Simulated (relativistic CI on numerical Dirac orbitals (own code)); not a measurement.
```
atom Os  Z=76  charge=6  electrons=70
nucleus A=192  rms_radius_fm=5.4126
hamiltonian dirac-coulomb  breit=on  qed=on  c_scale=1
orbitals kli  potential=per-configuration
slater_scale 0.8
correlation none
mixing on
configurations
  [Xe] 4f14 5d2
  [Kr] 4d10 4f14 5s2 5p5 5d3
end
absorption O2,3 T=80 lorentz=0.6 gauss=0.3
crystal_field free
```

Multiplet model: relativistic Dirac–Coulomb–Breit theory, one configuration a step, Slater integrals scaled by 0.8, 80 K, Voigt broadening (Lorentzian 0.6 eV, Gaussian 0.3 eV full widths), computed with a radial Dirac CI code.

The O₂,₃ X-ray absorption spectrum that results:

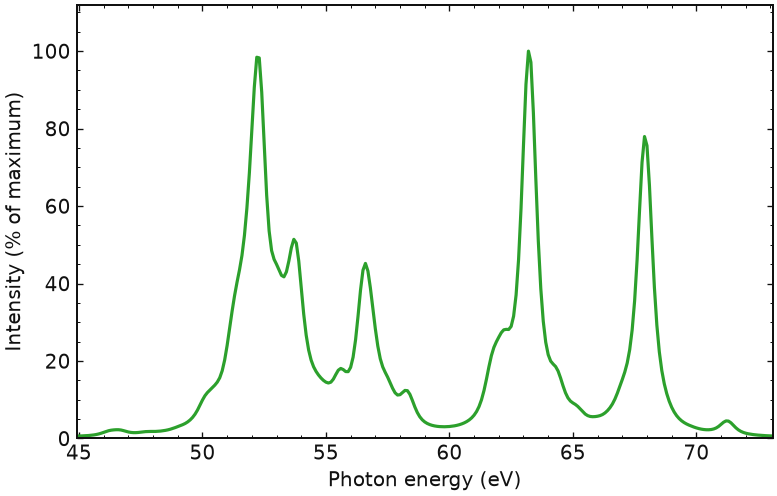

The main maxima lie at 52.2 eV (98), 53.7 eV (51), 55.6 eV (18), 56.6 eV (45), 58.2 eV (12), 63.2 eV (100) and 67.9 eV (78), heights in % of the largest; the centroid is at 58.7 eV. The ground state has S = 0.92.

Note: free-ion energies, so absolute edge positions are off by a few eV from solids; core and valence shell share one n, so the strongest features autoionise and are far broader and can lie several eV off in experiment.
